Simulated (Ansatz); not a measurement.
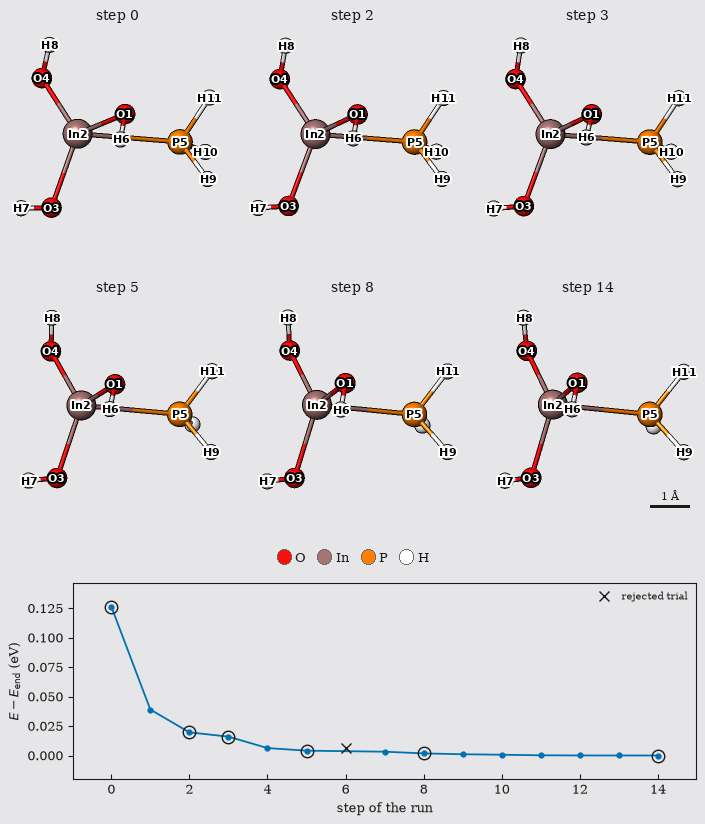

Frames of a relaxation of InPH₆O₃, marked on the history of the run. Style: ball-and-stick. Shown from a free direction.

The start comes from PBE-D4/def2-SVP.

All numbers below come from RKS PBE0-D4/def2-TZVP in Ansatz 0.2.0.

Input file:
```yaml
crystal:
  periodic: [false, false, false]
  atoms:
    - {symbol: O, position_ang: [-1.537409, 0.673956, 0.882864]}
    - {symbol: In, position_ang: [0.037619, -0.638897, 0.847071]}
    - {symbol: O, position_ang: [1.724858, -0.110080, 1.843380]}
    - {symbol: O, position_ang: [-0.252546, -2.577374, 0.313070]}
    - {symbol: P, position_ang: [0.206354, 0.864943, -1.551796]}
    - {symbol: H, position_ang: [-1.413922, 1.281322, 1.638812]}
    - {symbol: H, position_ang: [2.246205, -0.921402, 2.001216]}
    - {symbol: H, position_ang: [-1.214914, -2.706698, 0.200857]}
    - {symbol: H, position_ang: [0.347238, 2.249773, -1.228295]}
    - {symbol: H, position_ang: [0.998266, 0.876063, -2.751470]}
    - {symbol: H, position_ang: [-1.076450, 0.951495, -2.175010]}
basis:
  gaussian: {orbitals: def2-TZVP}
hamiltonian: {xc: pbe0, dispersion: d4}
relax: {f_tol: 0.005, max_steps: 150}
```

Command:
```bash
ansatz run in.yaml --threads 4 --pin off --events-out ev --progress --plain --max-ram 11315MiB
```

Describe the path.

Answer. Over 13 accepted moves (14 points after the start) the energy falls by 0.126 eV. The largest force component goes from 0.91 to 0.0035 eV/Å. The line search rejected the trial step at point 6 of the run. The atom that moves furthest after the best rigid fit is O1 (0.62 Å). Largest moves by element: O 0.62 Å, H 0.60 Å, In 0.21 Å, P 0.01 Å. Near-neighbour distances that change, for instance: In2–P5 2.836 → 2.771 Å, O1–In2 2.051 → 1.996 Å, In2–O3 2.030 → 1.996 Å, P5–H10 1.438 → 1.409 Å. Bond angles that change, for instance: O1–In2–P5 73.8° → 96.3°, In2–P5–H10 138.0° → 119.0°, O4–In2–P5 107.0° → 96.2°. From step 0 to 2: H10 moves most (0.10 Å), energy −0.107 eV. From step 2 to 3: H6 moves most (0.07 Å), energy −0.004 eV. From step 3 to 5: O1 moves most (0.25 Å), energy −0.012 eV. From step 5 to 8: O1 moves most (0.16 Å), energy −0.002 eV. From step 8 to 14: H6 moves most (0.11 Å), energy −0.002 eV.
